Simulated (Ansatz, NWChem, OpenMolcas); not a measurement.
**HI (hydrogen iodide): the atomisation enthalpy at 298 K, rung by rung**

HI has 2 atoms, charge 0, and is taken as a singlet. SMILES: `I`. Geometry: relaxed at PBE0-D4/def2-TZVP.

```tsv
atom	x (Å)	y (Å)	z (Å)
I	-0.6839	0.2458	-0.3462
H	0.6839	-0.2458	0.3462
```

Each level gives the atomisation enthalpy at 298 K (kJ/mol). The values are calculated. The thermal term (zero-point and 298 K enthalpy, harmonic and unscaled) is that of PBE0-D4/def2-TZVP; the spin-orbit lowering of the free atoms at 298 K, 30.3 kJ/mol by their spectra, is taken off.

**What was measured.** Active Thermochemical Tables gives the atomisation enthalpy at 298 K of the gas as 298 kJ/mol.

```csv
level,kind,program,value (kJ/mol),computed − measured
HF/def2-TZVPPD (core potential),Hartree–Fock,OpenMolcas,181,-117
SVWN5/def2-TZVPPD (core potential),LDA,Ansatz,344,+46
revPBE/def2-TZVPPD (core potential),GGA,NWChem,282,-16
CAM-B3LYP/def2-TZVPPD (core potential),range-separated hybrid,NWChem,287,-11
wB97M-V/def2-TZVPPD (core potential),range-separated hybrid,Ansatz,286,-12
PBE-QIDH/def2-TZVPPD (core potential),double hybrid,Ansatz,286,-12
MP3/def2-TZVPPD (core potential),perturbation theory,NWChem,284,-14
CCSD/def2-TZVPPD (core potential),coupled cluster or CI,Ansatz,285,-13
```

Nearest: CAM-B3LYP/def2-TZVPPD (core potential) (-11 kJ/mol); farthest: HF/def2-TZVPPD (core potential) (-117 kJ/mol). Computed less measured by kind, in kJ/mol (def2-TZVPPD rows): Hartree–Fock -117; LDA +46; GGA -16; range-separated hybrid -12 to -11; double hybrid -12; perturbation theory -14; coupled cluster or CI -13. In a finite basis correlated wave-function methods underbind, so their errors here aren't those of the basis-set limit. In the correlated wave-function rows the outer d shell of I is correlated, in sets not made for it.

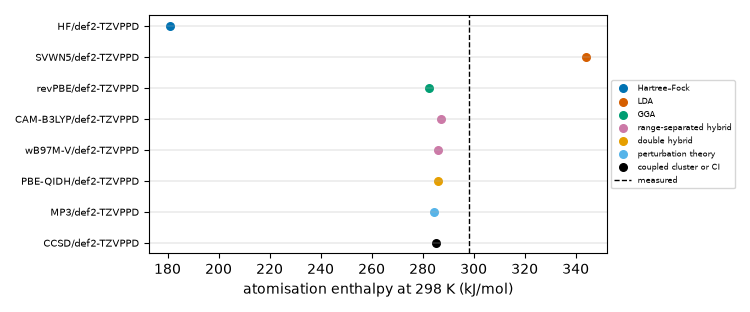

The values of the table, level by level.
